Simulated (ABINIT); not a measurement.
# K2Pt (Fm-3m): G0W0 in ABINIT against the bands in the screening

Aim: move the bands in the screening of a G0W0 run on K2Pt (Fm-3m) over a wide range.

Main program and level: ABINIT 10.8.3; LDA and many-body steps on it, plane waves.

**1. Set-up**

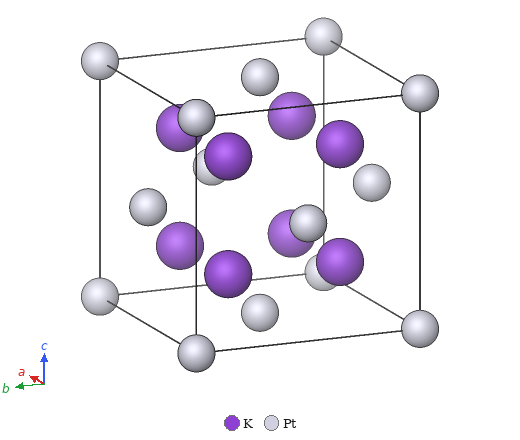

The starting structure, seen from a free direction (potassium purple, platinum light grey). This picture shows the conventional cell, with its axes. Some periodic images of atoms are drawn too.

The cell and positions are those that the Materials Project relaxed with its own functionals (PBE, PBE+U or r2SCAN), kept fixed. Spin-orbit coupling is left out unless a step names it.

**2. Screening, 2×2×2 mesh, 26 bands, screening to 106.1 eV**

This step: ABINIT 10.8.3; RPA screening on LDA, plane waves, norm-conserving pseudopotentials.

The RPA dielectric matrix is built and inverted for each q.

run.abi reads:

```
acell 3*1.0 Angstrom
rprim 
  -0.000000000000 3.781463140000 3.781463140000
  3.781463140000 -0.000000000000 3.781463140000
  3.781463140000 3.781463140000 -0.000000000000
ntypat 2
znucl 19 78
natom 3
typat 1 1 2
xred 
  0.750000000000 0.750000000000 0.750000000000
  0.250000000000 0.250000000000 0.250000000000
  0.000000000000 0.000000000000 0.000000000000
pp_dirpath "pseudos"
pseudos "K.upf, Pt.upf"
ecut 34
ngkpt 2 2 2
nshiftk 1
shiftk 0 0 0
kptopt 1
chksymbreak 0
istwfk *1
occopt 1
irdwfk 1
optdriver 3
nband 26
ecuteps 3.9
inclvkb 2
awtr 1
symchi 1
indata_prefix "in"
outdata_prefix "out"
tmpdata_prefix "tmp"
```

Started as:

```
OMP_NUM_THREADS=1 mpirun -n 4 abinit run.abi > log
```

The log of the run:

```text
.Version 10.8.3 of ABINIT. v10.8.2 released Aug 2026.

 Symmetries : space group Fm -3 m (#225); Bravais cF (face-center cubic)
[... echo of the input left out ...]
== DATASET  1 ==================================================================
-   mpi_nproc: 4, omp_nthreads: 1 (-1 if OMP is not activated)

--- !DatasetInfo
iteration_state: {dtset: 1, }
dimensions: {natom: 3, nkpt: 3, mband: 26, nsppol: 1, nspinor: 1, nspden: 1, mpw: 6934, }
cutoff_energies: {ecut:  34.0, pawecutdg:  -1.0, }
electrons: {nelect:   3.60000000E+01, charge:   0.00000000E+00, occopt:   1.00000000E+00, tsmear:   1.00000000E-02, }

 SCREENING: Calculation of the susceptibility and dielectric matrices

 Based on a program developped by R.W. Godby, V. Olevano, G. Onida, and L. Reining.
 Incorporated in ABINIT by V. Olevano, G.-M. Rignanese, and M. Torrent.
.Using double precision arithmetic ; gwpc =  8

[... cell and pseudopotentials left out ...]
--------------------------------------------------------------------------------

 ==== K-mesh for the wavefunctions ====
 Number of points in the irreducible wedge :     3
[... list of points left out ...]
 Together with 48 symmetry operations and time-reversal symmetry
 yields     8 points in the full Brillouin Zone.

 ==== Q-mesh for the screening function ====
 Number of points in the irreducible wedge :     3
[... list of points left out ...]
 Together with 48 symmetry operations and time-reversal symmetry
 yields     8 points in the full Brillouin Zone.

 setmesh: FFT mesh size selected  =    36x   36x   36
          total number of points  =        46656

 vcoul_init : cutoff-mode = AUXILIARY_FUNCTION
 q-points for optical limit:   1
     1)      0.000010    0.000020    0.000030

- screening: taking advantage of time-reversal symmetry
- Maximum band index for partially occupied states nbvw = 18
- Remaining bands to be divided among processors   nbcw = 8
- Number of bands treated by each node ~2

 Number of electrons calculated from density =   36.0000; Expected =   36.0000
 average of density, n =  0.049328
 r_s =    1.6915
 omega_plasma =   21.4242 [eV]

 calculating chi0 at frequencies [eV] :
  1    0.000000E+00    0.000000E+00
  2    0.000000E+00    2.142416E+01

--------------------------------------------------------------------------------
  q-point number  1        q = ( 0.000000, 0.000000, 0.000000) [r.l.u.]
--------------------------------------------------------------------------------
[... chi0 elements left out ...]
 For q-point:  0.000010 0.000020 0.000030
  dielectric constant =   8.3146
  dielectric constant without local fields =  12.9394

  Average fulfillment of the sum rule on Im[epsilon] for q-point    1 :      8.63  [%]
[... wings left out ...]
  q-point number  2        q = ( 0.500000, 0.000000, 0.000000) [r.l.u.]
--------------------------------------------------------------------------------
[... chi0 elements left out ...]
  Average fulfillment of the sum rule on Im[epsilon] for q-point    2 :     14.28  [%]

 [... 1 further q-points ...]
```

Elapsed: 4 s, on 4 MPI ranks of Arm Neoverse V1, shared host; peak memory 0.62 GiB; 16 s of CPU time.

Numbers from this step:

```
ε∞ with local fields, on this mesh, along the program's q direction : 8.315
the same without local fields                                       : 12.94
plasma frequency                                                    : 21.42 eV
plane waves in the screening matrix                                 : 283
```

Local fields lower ε∞ by 36 %. On a Γ-centred mesh this coarse the value itself is usually too large, while a short band sum pulls it down.

**3. 26 bands**

This step: G0W0 on LDA, plane waves, norm-conserving pseudopotentials.

run.abi, as its differences from that of step 2:

```diff
@@ -24,8 +24,19 @@
 irdwfk 1
-optdriver 3
-nband 26
+optdriver 4
+nband 62
+gwcalctyp 0
+ecutsigx 34
+symsigma 1
+nkptgw 3
+kptgw 
+  0.5000000000 0.5000000000 0.0000000000
+  0.5000000000 0.0000000000 0.0000000000
+  0.0000000000 0.0000000000 0.0000000000
+bdgw 
+  16 20
+  17 21
+  16 21
 ecuteps 3.9
-inclvkb 2
-awtr 1
-symchi 1
+irdscr 1
+ppmodel 1
 indata_prefix "in"
```

The log of the run:

```text
.Version 10.8.3 of ABINIT. v10.8.2 released Aug 2026.

 Symmetries : space group Fm -3 m (#225); Bravais cF (face-center cubic)
[... echo of the input left out ...]
== DATASET  1 ==================================================================
-   mpi_nproc: 4, omp_nthreads: 1 (-1 if OMP is not activated)

--- !DatasetInfo
iteration_state: {dtset: 1, }
dimensions: {natom: 3, nkpt: 3, mband: 62, nsppol: 1, nspinor: 1, nspden: 1, mpw: 6934, }
cutoff_energies: {ecut:  34.0, pawecutdg:  -1.0, }
electrons: {nelect:   3.60000000E+01, charge:   0.00000000E+00, occopt:   1.00000000E+00, tsmear:   1.00000000E-02, }

 SIGMA: Calculation of the GW corrections

 Based on a program developped by R.W. Godby, V. Olevano, G. Onida, and L. Reining.
 Incorporated in ABINIT by V. Olevano, G.-M. Rignanese, and M. Torrent.
.Using double precision arithmetic ; gwpc =  8

[... cell and pseudopotentials left out ...]
--------------------------------------------------------------------------------

 ==== K-mesh for the wavefunctions ====
 Number of points in the irreducible wedge :     3
[... list of points left out ...]
 Together with 48 symmetry operations and time-reversal symmetry
 yields     8 points in the full Brillouin Zone.

 ==== Q-mesh for screening function ====
 Number of points in the irreducible wedge :     3
[... list of points left out ...]
 Together with 48 symmetry operations and time-reversal symmetry
 yields     8 points in the full Brillouin Zone.

 vcoul_init : cutoff-mode = AUXILIARY_FUNCTION
 q-points for optical limit:   1
     1)      0.000010    0.000020    0.000030
 setmesh: FFT mesh size selected  =    54x   54x   54
          total number of points  =       157464

 Number of electrons calculated from density =   36.0000; Expected =   36.0000
 average of density, n =  0.049328
 r_s =    1.6915
 omega_plasma =   21.4242 [eV]

 === KS Band Gaps ===
  >>>> For spin  1
   Minimum direct gap =   1.3811 [eV], located at k-point      :   0.5000  0.0000  0.0000
   Fundamental gap    =   1.3064 [eV], Top of valence bands at :   0.5000  0.5000  0.0000
                                       Bottom of conduction at :   0.5000  0.0000  0.0000
 SIGMA fundamental parameters:
 PLASMON POLE MODEL  1
 number of plane-waves for SigmaX                 6855
 number of plane-waves for SigmaC and W            283
 number of plane-waves for wavefunctions          6855
 number of bands                                    62
 number of independent spin polarizations            1
 number of spinorial components                      1
 number of k-points in IBZ                           3
 number of q-points in IBZ                           3
 number of symmetry operations                      48
 number of k-points in BZ                            8
 number of q-points in BZ                            8
 number of frequencies for dSigma/dE                 9
 frequency step for dSigma/dE [eV]                0.25
 number of omega for Sigma on real axis              0
 max omega for Sigma on real axis  [eV]           0.00
 zcut for avoiding poles [eV]                     0.10

 EPSILON^-1 parameters (SCR file):
 dimension of the eps^-1 matrix on file            283
 dimension of the eps^-1 matrix used               283
 number of plane-waves for wavefunctions          6855
 number of bands                                    26
 number of q-points in IBZ                           3
 number of frequencies                               2
 number of real frequencies                          1
 number of imag frequencies                          1

 matrix elements of self-energy operator (all in [eV])

 Perturbative Calculation

--- !SelfEnergy_ee
iteration_state: {dtset: 1, }
kpoint     : [   0.500,    0.500,    0.000, ]
spin       : 1
KS_gap     :    1.502
QP_gap     :    3.010
Delta_QP_KS:    1.508
data: !SigmaeeData |
     Band     E0 <VxcDFT>   SigX SigC(E0)      Z dSigC/dE  Sig(E)    E-E0       E
       16   2.697 -19.342 -23.387   4.050   0.725  -0.379 -19.338   0.004   2.701
       17   2.697 -19.342 -23.387   4.050   0.725  -0.379 -19.338   0.004   2.701
       18   2.758 -19.303 -23.176   3.924   0.718  -0.393 -19.266   0.036   2.794
       19   4.260  -8.061  -4.062  -2.045   0.790  -0.266  -6.517   1.544   5.804
       20   6.492  -9.041  -5.286  -2.520   0.783  -0.277  -8.074   0.968   7.460

--- !SelfEnergy_ee
iteration_state: {dtset: 1, }
kpoint     : [   0.500,    0.000,    0.000, ]
spin       : 1
KS_gap     :    1.381
QP_gap     :    2.623
Delta_QP_KS:    1.242
data: !SigmaeeData |
     Band     E0 <VxcDFT>   SigX SigC(E0)      Z dSigC/dE  Sig(E)    E-E0       E
       17   2.683 -19.246 -23.255   4.016   0.727  -0.375 -19.241   0.005   2.688
[...]
--- !SelfEnergy_ee
iteration_state: {dtset: 1, }
kpoint     : [   0.000,    0.000,    0.000, ]
spin       : 1
KS_gap     :    3.540
QP_gap     :    5.405
Delta_QP_KS:    1.865
data: !SigmaeeData |
     Band     E0 <VxcDFT>   SigX SigC(E0)      Z dSigC/dE  Sig(E)    E-E0       E
[...]
19   6.232  -8.986  -4.453  -2.216   0.798  -0.254  -7.137   1.849   8.081
       20   6.232  -8.986  -4.453  -2.216   0.798  -0.254  -7.137   1.849   8.081
       21   6.232  -8.986  -4.453  -2.216   0.798  -0.254  -7.137   1.849   8.081

 New Fermi energy :        1.489372E-01 Ha ,    4.052789E+00 eV

 === QP Band Gaps ===
  >>>> For spin  1
   Minimum direct gap =   2.6235 [eV], located at k-point      :   0.5000  0.0000  0.0000
   Fundamental gap    =   2.5175 [eV], Top of valence bands at :   0.5000  0.5000  0.0000
                                       Bottom of conduction at :   0.5000  0.0000  0.0000

== END DATASET(S) ==============================================================
================================================================================

 -outvars: echo values of variables after computation  --------
           etotal      0.0000000000E+00
            nband          62
             nkpt           3
          spgroup         225
 [... the other variables as echoed above ...]

 Calculation completed.
```

The job ended after 8 s (4 MPI ranks; peak memory 0.87 GiB; 32 s of CPU time).

This step gave:

* G0W0 gap on the points computed: 2.518 eV
* starting gap on the mesh: 1.306 eV
* k of the valence top: 0.5, 0.5, 0
* k of the conduction bottom: 0.5, 0, 0
* Z at the valence top: 0.718
* Z at the conduction bottom: 0.807
* least direct G0W0 gap on the computed points: 2.624 eV

**4. Screening, 2×2×2 mesh, 28 bands, screening to 106.1 eV**

This step: RPA screening on LDA, plane waves, norm-conserving pseudopotentials.

run.abi, as its differences from that of step 3:

```diff
@@ -24,19 +24,8 @@
 irdwfk 1
-optdriver 4
-nband 62
-gwcalctyp 0
-ecutsigx 34
-symsigma 1
-nkptgw 3
-kptgw 
-  0.5000000000 0.5000000000 0.0000000000
-  0.5000000000 0.0000000000 0.0000000000
-  0.0000000000 0.0000000000 0.0000000000
-bdgw 
-  16 20
-  17 21
-  16 21
+optdriver 3
+nband 28
 ecuteps 3.9
-irdscr 1
-ppmodel 1
+inclvkb 2
+awtr 1
+symchi 1
 indata_prefix "in"
```

The log of the run:

```text
.Version 10.8.3 of ABINIT. v10.8.2 released Aug 2026.

 Symmetries : space group Fm -3 m (#225); Bravais cF (face-center cubic)
[... echo of the input left out ...]
== DATASET  1 ==================================================================
-   mpi_nproc: 4, omp_nthreads: 1 (-1 if OMP is not activated)

--- !DatasetInfo
iteration_state: {dtset: 1, }
dimensions: {natom: 3, nkpt: 3, mband: 28, nsppol: 1, nspinor: 1, nspden: 1, mpw: 6934, }
cutoff_energies: {ecut:  34.0, pawecutdg:  -1.0, }
electrons: {nelect:   3.60000000E+01, charge:   0.00000000E+00, occopt:   1.00000000E+00, tsmear:   1.00000000E-02, }

 SCREENING: Calculation of the susceptibility and dielectric matrices

 Based on a program developped by R.W. Godby, V. Olevano, G. Onida, and L. Reining.
 Incorporated in ABINIT by V. Olevano, G.-M. Rignanese, and M. Torrent.
.Using double precision arithmetic ; gwpc =  8

[... cell and pseudopotentials left out ...]
--------------------------------------------------------------------------------

 ==== K-mesh for the wavefunctions ====
 Number of points in the irreducible wedge :     3
[... list of points left out ...]
 Together with 48 symmetry operations and time-reversal symmetry
 yields     8 points in the full Brillouin Zone.

 ==== Q-mesh for the screening function ====
 Number of points in the irreducible wedge :     3
[... list of points left out ...]
 Together with 48 symmetry operations and time-reversal symmetry
 yields     8 points in the full Brillouin Zone.

 setmesh: FFT mesh size selected  =    36x   36x   36
          total number of points  =        46656

 vcoul_init : cutoff-mode = AUXILIARY_FUNCTION
 q-points for optical limit:   1
     1)      0.000010    0.000020    0.000030

- screening: taking advantage of time-reversal symmetry
- Maximum band index for partially occupied states nbvw = 18
- Remaining bands to be divided among processors   nbcw = 10
- Number of bands treated by each node ~2

 Number of electrons calculated from density =   36.0000; Expected =   36.0000
 average of density, n =  0.049328
 r_s =    1.6915
 omega_plasma =   21.4242 [eV]

 calculating chi0 at frequencies [eV] :
  1    0.000000E+00    0.000000E+00
  2    0.000000E+00    2.142416E+01

--------------------------------------------------------------------------------
  q-point number  1        q = ( 0.000000, 0.000000, 0.000000) [r.l.u.]
--------------------------------------------------------------------------------
[... chi0 elements left out ...]
 For q-point:  0.000010 0.000020 0.000030
  dielectric constant =   8.3983
  dielectric constant without local fields =  13.0415

  Average fulfillment of the sum rule on Im[epsilon] for q-point    1 :     11.30  [%]
[... wings left out ...]
  q-point number  2        q = ( 0.500000, 0.000000, 0.000000) [r.l.u.]
--------------------------------------------------------------------------------
[... chi0 elements left out ...]
  Average fulfillment of the sum rule on Im[epsilon] for q-point    2 :     18.14  [%]

 [... 1 further q-points ...]
```

The job ended after 4.3 s (4 MPI ranks; peak memory 0.62 GiB).

Numbers from this step:

```yaml
eps_infinity_with_local_fields_on_this_mesh_along_the_program_s_q_direction: 8.398
the_same_without_local_fields: 13.04
plasma_frequency: 21.42 eV
plane_waves_in_the_screening_matrix: 283
```

**5. 28 bands**

The self-energy is evaluated for the states that the input lists, and the levels follow from it, in one-shot runs by the linearised quasiparticle equation.

This step: G0W0 on LDA, plane waves, norm-conserving pseudopotentials.

run.abi, as its differences from that of step 4:

```diff
@@ -24,8 +24,19 @@
 irdwfk 1
-optdriver 3
-nband 28
+optdriver 4
+nband 62
+gwcalctyp 0
+ecutsigx 34
+symsigma 1
+nkptgw 3
+kptgw 
+  0.5000000000 0.5000000000 0.0000000000
+  0.5000000000 0.0000000000 0.0000000000
+  0.0000000000 0.0000000000 0.0000000000
+bdgw 
+  16 20
+  17 21
+  16 21
 ecuteps 3.9
-inclvkb 2
-awtr 1
-symchi 1
+irdscr 1
+ppmodel 1
 indata_prefix "in"
```

The log of the run:

```text
.Version 10.8.3 of ABINIT. v10.8.2 released Aug 2026.

 Symmetries : space group Fm -3 m (#225); Bravais cF (face-center cubic)
[... echo of the input left out ...]
== DATASET  1 ==================================================================
-   mpi_nproc: 4, omp_nthreads: 1 (-1 if OMP is not activated)

--- !DatasetInfo
iteration_state: {dtset: 1, }
dimensions: {natom: 3, nkpt: 3, mband: 62, nsppol: 1, nspinor: 1, nspden: 1, mpw: 6934, }
cutoff_energies: {ecut:  34.0, pawecutdg:  -1.0, }
electrons: {nelect:   3.60000000E+01, charge:   0.00000000E+00, occopt:   1.00000000E+00, tsmear:   1.00000000E-02, }

 SIGMA: Calculation of the GW corrections

 Based on a program developped by R.W. Godby, V. Olevano, G. Onida, and L. Reining.
 Incorporated in ABINIT by V. Olevano, G.-M. Rignanese, and M. Torrent.
.Using double precision arithmetic ; gwpc =  8

[... cell and pseudopotentials left out ...]
--------------------------------------------------------------------------------

 ==== K-mesh for the wavefunctions ====
 Number of points in the irreducible wedge :     3
[... list of points left out ...]
 Together with 48 symmetry operations and time-reversal symmetry
 yields     8 points in the full Brillouin Zone.

 ==== Q-mesh for screening function ====
 Number of points in the irreducible wedge :     3
[... list of points left out ...]
 Together with 48 symmetry operations and time-reversal symmetry
 yields     8 points in the full Brillouin Zone.

 vcoul_init : cutoff-mode = AUXILIARY_FUNCTION
 q-points for optical limit:   1
     1)      0.000010    0.000020    0.000030
 setmesh: FFT mesh size selected  =    54x   54x   54
          total number of points  =       157464

 Number of electrons calculated from density =   36.0000; Expected =   36.0000
[...]
Perturbative Calculation

--- !SelfEnergy_ee
iteration_state: {dtset: 1, }
kpoint     : [   0.500,    0.500,    0.000, ]
spin       : 1
KS_gap     :    1.502
QP_gap     :    2.910
Delta_QP_KS:    1.408
data: !SigmaeeData |
     Band     E0 <VxcDFT>   SigX SigC(E0)      Z dSigC/dE  Sig(E)    E-E0       E
       16   2.697 -19.342 -23.387   4.132   0.701  -0.426 -19.281   0.061   2.758
       17   2.697 -19.342 -23.387   4.132   0.701  -0.426 -19.281   0.061   2.758
       18   2.758 -19.303 -23.176   3.993   0.702  -0.425 -19.219   0.084   2.842
[...]
--- !SelfEnergy_ee
iteration_state: {dtset: 1, }
kpoint     : [   0.500,    0.000,    0.000, ]
spin       : 1
KS_gap     :    1.381
QP_gap     :    2.481
Delta_QP_KS:    1.100
data: !SigmaeeData |
     Band     E0 <VxcDFT>   SigX SigC(E0)      Z dSigC/dE  Sig(E)    E-E0       E
[...]
--- !SelfEnergy_ee
iteration_state: {dtset: 1, }
kpoint     : [   0.000,    0.000,    0.000, ]
spin       : 1
KS_gap     :    3.540
QP_gap     :    5.325
Delta_QP_KS:    1.785
data: !SigmaeeData |
     Band     E0 <VxcDFT>   SigX SigC(E0)      Z dSigC/dE  Sig(E)    E-E0       E
[...]
20   6.232  -8.986  -4.453  -2.252   0.799  -0.251  -7.162   1.824   8.056
       21   6.232  -8.986  -4.453  -2.252   0.799  -0.251  -7.162   1.824   8.056

 New Fermi energy :        1.482098E-01 Ha ,    4.032994E+00 eV

 === QP Band Gaps ===
  >>>> For spin  1
   Minimum direct gap =   2.4808 [eV], located at k-point      :   0.5000  0.0000  0.0000
   Fundamental gap    =   2.3830 [eV], Top of valence bands at :   0.5000  0.5000  0.0000
                                       Bottom of conduction at :   0.5000  0.0000  0.0000

== END DATASET(S) ==============================================================
================================================================================

 -outvars: echo values of variables after computation  --------
           etotal      0.0000000000E+00
            nband          62
             nkpt           3
          spgroup         225
 [... the other variables as echoed above ...]

 Calculation completed.
```

Run time: 8 s. Hardware: 4 MPI ranks; peak memory 0.87 GiB; 31 s of CPU time.

Numbers from this step:

* G0W0 gap on the points computed: 2.382 eV
* starting gap on the mesh: 1.306 eV
* k of the valence top: 0.5, 0.5, 0
* k of the conduction bottom: 0.5, 0, 0
* Z at the valence top: 0.702
* Z at the conduction bottom: 0.795
* least direct G0W0 gap on the computed points: 2.48 eV

The gap on the mesh goes from 1.31 eV to 2.38 eV, a correction of +1.08 eV.

(Continued in part 2 of 2.)

[Paths, hosts, dates, memory and timing lines, banners, echoed tables and standing remarks are left out of the program output.]

[Logs are printed without paths, hosts, clocks, repeated set-up lines and the standing remarks that a program may print on its own settings, such as how far it seeks lower states.]

[Runs of the session that timed out or met a known fault of the program may be left out.]

[Hosts, paths, dates, database ids (printed as entryN), source tags and the programs' standing remarks are cut or masked in the printed files.]

[G0W0 gaps are taken among the corrected bands and points alone; a level outside them can change the order at an edge.]

[Where Ansatz stands beside ABINIT at settings called matched, ABINIT's density can come from a denser mesh and the files from another edition; pairs whose starting gaps differed by over 0.03 eV were left out, so agreement reads better than it is.]
